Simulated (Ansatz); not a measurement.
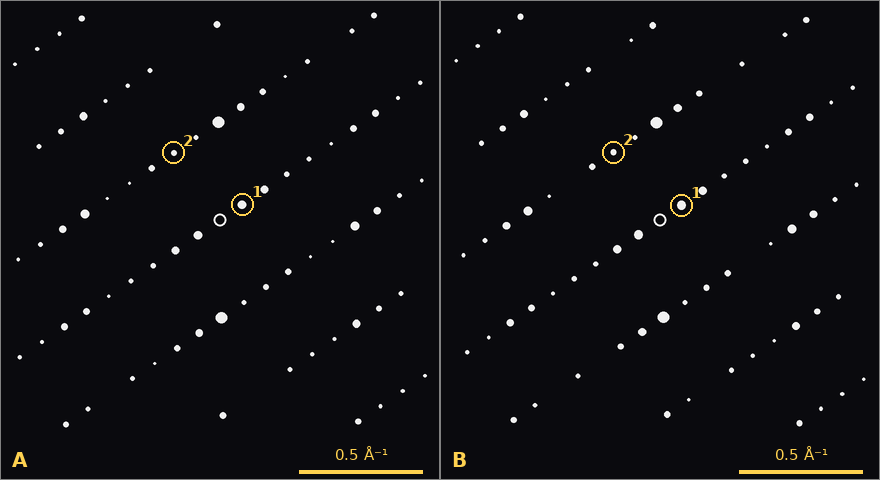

Kinematic electron diffraction patterns (200 kV, B = 0.5 Å², same scale) along [110] of the run's own cell, for the start and the end of one relaxation of Si2S3 with Ansatz, DFT PBE, scalar-relativistic, plane waves, PAW. k mesh 12×12×4. The start is a generated model structure, and the relaxation ends in the nearest stationary point of its symmetry, not necessarily the ground state. Spot 1 is 0 0 -1 and spot 2 is -1 1 0 in both.

Start structure:

```
Si S
1.0
     3.46634    0.00000    0.00000
    -1.73317    3.00194    0.00000
     0.00000    0.00000    9.06624
Si S
2 3
Direct
  0.33333 0.66667 0.16289
  0.66667 0.33333 0.83711
  0.00000 0.00000 0.00000
  0.33333 0.66667 0.70284
  0.66667 0.33333 0.29716
```

> Which pattern belongs to the start structure, and which to the relaxed one?

A is the start: its cell gives d(1) = 9.066 Å, d(2) = 3.002 Å and an angle of 90.0°. B is the relaxed structure, with d(1) = 9.411 Å (+3.8 %), d(2) = 2.975 Å (-0.9 %) and 90.0°.

> Summarise the relaxation behind the change.

The volume changed by +1.9 % to 19.23 Å³ an atom; with the mean shift removed, the atoms moved by up to 0.04 Å relative to the cell (S most); the space group stayed P-3m1 (No. 164); the free energy fell by 3.2 meV an atom. Relaxed cell: a = 3.435 Å, b = 3.435 Å, c = 9.411 Å, α = 90.00°, β = 90.00°, γ = 120.00°.
